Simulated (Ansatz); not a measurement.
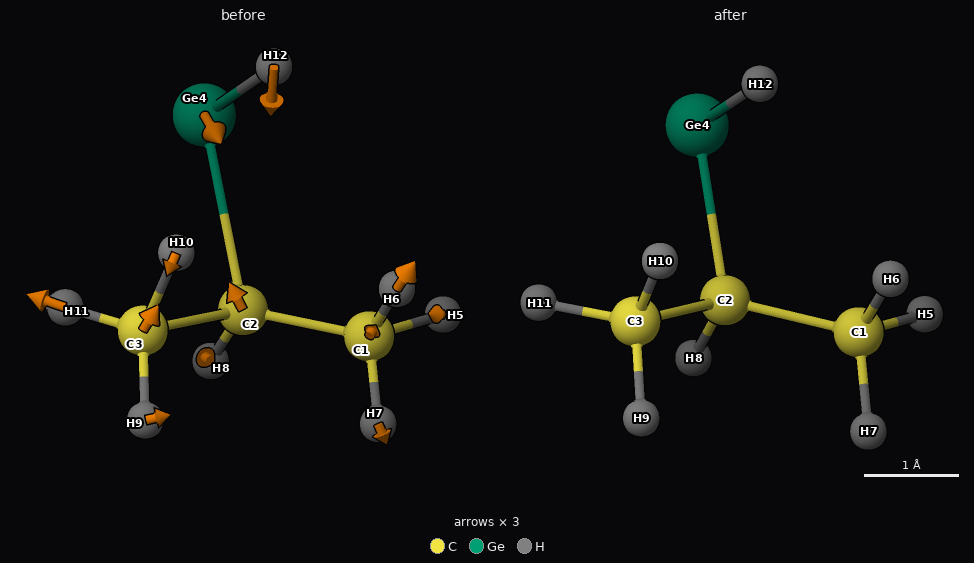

The structure of C₃H₈Ge before (left) and after (right) a relaxation, at one scale. The orange arrows give the displacements, magnified 3 times.

The picture is a ball-and-stick view, seen from a free direction.

All numbers below come from RKS r2SCANh/pcseg-2 (Ansatz).

Input file:
```yaml
crystal:
  periodic: [false, false, false]
  atoms:
    - {symbol: C, position_ang: [-0.531676, 1.008828, -0.631396]}
    - {symbol: C, position_ang: [0.308610, -0.150781, -0.552653]}
    - {symbol: C, position_ang: [1.168602, -0.208007, 0.787643]}
    - {symbol: Ge, position_ang: [-0.722133, -2.146827, -0.628636]}
    - {symbol: H, position_ang: [-1.209981, 0.981939, -1.646778]}
    - {symbol: H, position_ang: [-1.139348, 1.102926, 0.081531]}
    - {symbol: H, position_ang: [0.004186, 1.812576, -0.667978]}
    - {symbol: H, position_ang: [0.975529, -0.248322, -1.259289]}
    - {symbol: H, position_ang: [1.761994, 0.626559, 0.909185]}
    - {symbol: H, position_ang: [0.291307, -0.251224, 1.692927]}
    - {symbol: H, position_ang: [1.629207, -0.948381, 0.917008]}
    - {symbol: H, position_ang: [-1.726158, -1.459555, 0.778160]}
basis:
  gaussian: {orbitals: pcseg-2}
hamiltonian: {xc: {name: r2SCANh}}
scf: {lower_state_search: light}
relax: {f_tol: 0.0001, max_steps: 3}
output: {forces: true}
```

Run as
```bash
ansatz run in.yaml --threads 4 --pin off --events-out ev --progress --plain --max-ram 10444MiB
```

> What changed between the two?

The relaxation stopped without meeting its thresholds, so the last structure isn't shown to be converged. The input was poor on purpose: steps. The energy falls by 3.661 eV in 2 geometry steps. Largest force component: 12 eV/Å at the start, 0.58 eV/Å at the end. The atom that moves furthest after the best rigid fit is H12 (0.23 Å). By element the largest moves are H 0.23 Å, Ge 0.18 Å, C 0.12 Å. Some distances before and after: Ge4–H12 1.860 → 1.572 Å, C2–Ge4 2.248 → 1.990 Å, C3–H11 0.882 → 1.082 Å, C3–H10 1.261 → 1.090 Å. Among the angles between lasting bonds that change: C2–C3–H10 103.3° → 110.9°, C1–C2–H8 116.2° → 110.3°, C3–C2–H8 103.7° → 108.2°.
